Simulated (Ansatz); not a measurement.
**C2H8ClNSn (SMILES C[CH2][SnH]([NH2])[Cl]): density, localisation and related maps**

Input

```
crystal:
  periodic: [false, false, false]
  atoms:
    - { symbol: C, position_ang: [-1.1703, -1.0759, 0.7654] }
    - { symbol: C, position_ang: [0.2967, -0.9883, 0.7785] }
    - { symbol: Sn, position_ang: [0.9717, 0.8215, -0.1595] }
    - { symbol: "N", position_ang: [0.4285, 0.8955, -2.1029] }
    - { symbol: Cl, position_ang: [0.1544, 2.6703, 1.0057] }
    - { symbol: H, position_ang: [-1.6347, -0.1452, 1.303] }
    - { symbol: H, position_ang: [-1.5461, -1.9634, 1.241] }
    - { symbol: H, position_ang: [-1.5435, -0.9916, -0.302] }
    - { symbol: H, position_ang: [0.663, -0.9998, 1.8718] }
    - { symbol: H, position_ang: [0.7138, -1.8565, 0.2528] }
    - { symbol: H, position_ang: [2.744, 0.8529, -0.0876] }
    - { symbol: H, position_ang: [0.6809, 1.8129, -2.4693] }
    - { symbol: H, position_ang: [-0.7381, 0.933, -2.082] }
basis:
  gaussian: { orbitals: def2-SVP }
hamiltonian:
  xc: b3lyp
relax:
  f_tol: 0.015
  max_steps: 40
output:
  orbitals: {}
```

Launched as:

```sh
ansatz run input.yaml --threads 2 --pin off --max-ram 3072MiB --backend cpu --events-out ev --progress --plain --runs-dir out
```

The fields are those of the run's last geometry, not of the input's.

Core potentials replace the inner electrons of Sn.

Computed with RKS B3LYP/def2-SVP in Ansatz 0.2.0.

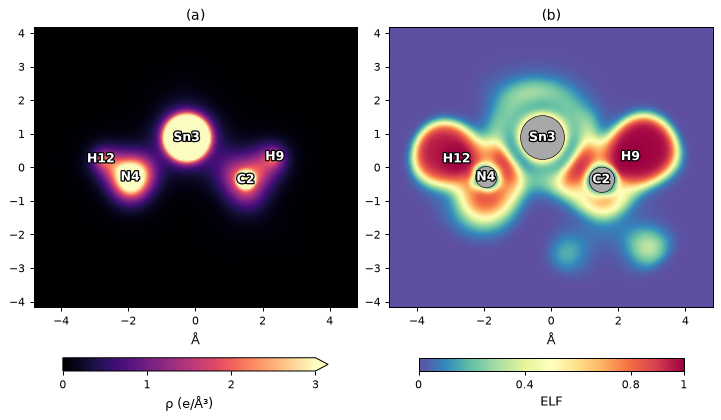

Figure 1. (a) electron density; (b) ELF on the plane of atoms Sn3, N4 and H12. Grey discs cover the atomic cores in the ELF map.

What does the map show?

- The plane passes through C, Sn, N and H nuclei.
- Sn–N (2.05 Å): the density is about 0.72 e/Å³ at the midpoint; the ELF peaks at about 0.85 in the valence shell of N, 0.6 Å from its nucleus, and drops to about 0.15 between the two atoms.
- C–Sn (2.17 Å): ρ is about 0.67 e/Å³ halfway; the ELF peaks at about 0.90 in the valence shell of C, 0.8 Å from its nucleus, and drops to about 0.20 between the two atoms.
- N–H (1.02 Å): the density is about 2.7 e/Å³ at the midpoint; the ELF climbs to about 1 towards the hydrogen, as it does in any bond to H (a covalent bond by its length).
- C–H (1.10 Å): ρ is about 1.9 e/Å³ halfway; the ELF climbs to about 1 towards the hydrogen; a covalent bond by its length.

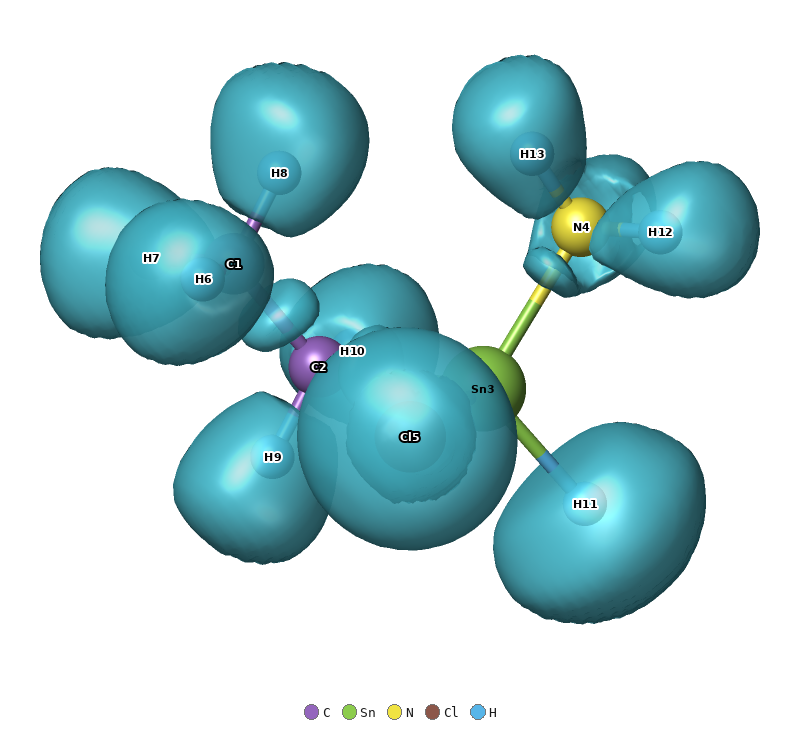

Figure 2. Isosurface of the electron localisation function at 0.8 (cyan), seen at a tilt. Core shells and regions of very low density are left out.

Where are the electrons localised?

The ELF exceeds this value in one region between bonded C–C atoms (shared pairs), six regions around hydrogen nuclei, one lobe of the valence shell of C pointing towards Sn (polar bonds), one region wrapped around Cl (its valence shell) and one joined region spread over several atoms (H, N), in which their bonds and any lone pairs are merged. Profiles from the grid: C–C (1.53 Å): the ELF peaks at about 0.95 between the atoms; a shared electron pair.

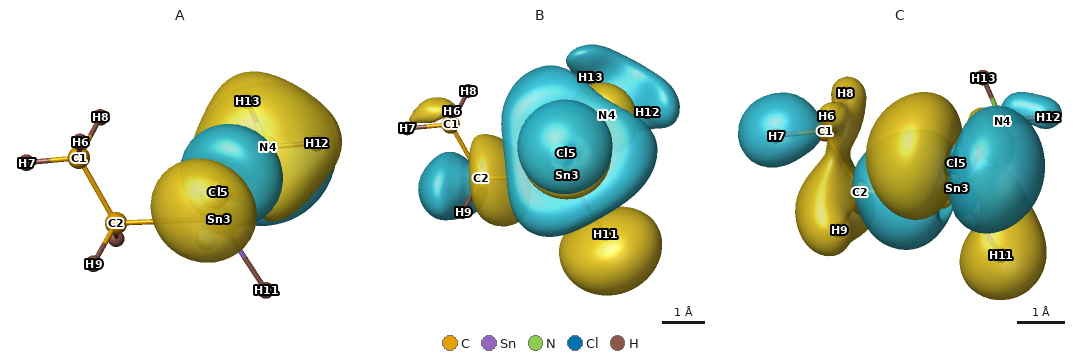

Figure 3. Three frontier orbitals at ±0.06 Å⁻³ᐟ² (yellow and cyan are the two phases), in no order.

Order the three orbitals by energy and name them.

C is the HOMO−1 (−7.57 eV). By Hirshfeld shares it lies mainly on Cl5 (about 55 %), C2 (about 15 %) and Sn3 (about 10 %). A is the HOMO (−7.02 eV). Its weight (Hirshfeld) is mainly on N4 (about 65 %), Cl5 (about 15 %) and Sn3 (about 10 %); largely a lone pair of N4. B is the LUMO (−0.56 eV). By Hirshfeld shares it lies mainly on Sn3 (about 35 %), Cl5 (about 20 %), N4 (about 10 %), C2 (about 10 %) and H11 (about 10 %).

What is the HOMO–LUMO gap?

6.46 eV between the orbital energies.
